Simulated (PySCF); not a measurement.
## H$_{2}$O: single-point calculation

- system: H$_{2}$O, multiplicity 3
- method: PBE/def2-SVP, UKS (PySCF 2.14.0)

The geometry is that of the parent species in another charge or spin state. The geometry comes from this level: PBE0-D4/def2-TZVP.

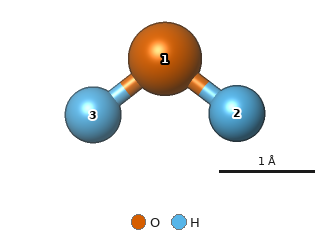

Figure 1. The structure as given in the input (ball-and-stick view, seen on its broad side; atoms are numbered from 1 in the order of the input). Bond lengths as drawn: H–O 0.96 Å.

### Summary

```json
{"quantity": "outcome", "value": "converged"}
{"quantity": "total energy", "value": "−75.998160 hartree"}
{"quantity": "basis functions", "value": "24"}
{"quantity": "⟨S²⟩", "value": "2.001"}
{"quantity": "dipole moment", "value": "0.72 D"}
{"quantity": "hardware", "value": "1 thread of Arm Neoverse V1, 24 GiB of memory available, shared host"}
{"quantity": "wall time", "value": "2.9 s"}
{"quantity": "peak memory", "value": "0.11 GiB"}
```

### Input (input.py)
```python
from pyscf import gto, dft

mol = gto.M(
    atom=[
    ('O', (-0.302700, 0.200200, -0.140600)),
    ('H', (0.466500, 0.548400, 0.315300)),
    ('H', (-0.163800, -0.748600, -0.174700)),
],
    basis='def2-svp',
    verbose=3,
    charge=0,
    max_memory=40,
    spin=2,
)

ks = dft.UKS(mol, xc='pbe')
ks.grids.level = 4
ks.direct_scf_tol = 1e-08
ks.max_cycle = 60
ks.conv_tol = 1e-08
ks.kernel()

e_tot = ks.e_tot
print('E = %.10f Eh' % e_tot)
```

Command:
```bash
OMP_NUM_THREADS=1 python input.py
```

### The program's output
```
WARN: HOMO -0.00563051399480496 >= LUMO -0.403111519309923

WARN: HOMO -0.0515380516859945 >= LUMO -0.315304724599052

WARN: HOMO -0.0565392365887551 >= LUMO -0.348730018240659

WARN: HOMO -0.0537752774916544 >= LUMO -0.337624534341736

WARN: HOMO -0.0543306465443401 >= LUMO -0.337918873327948

WARN: HOMO -0.0543197787909104 >= LUMO -0.337924540294933

WARN: HOMO -0.0543182832401197 >= LUMO -0.337922739035396

WARN: HOMO -0.054318983415957 >= LUMO -0.33792365564388

converged SCF energy = -75.9981599642551  <S^2> = 2.0012215  2S+1 = 3.0008142
E = -75.9981599643 Eh
```
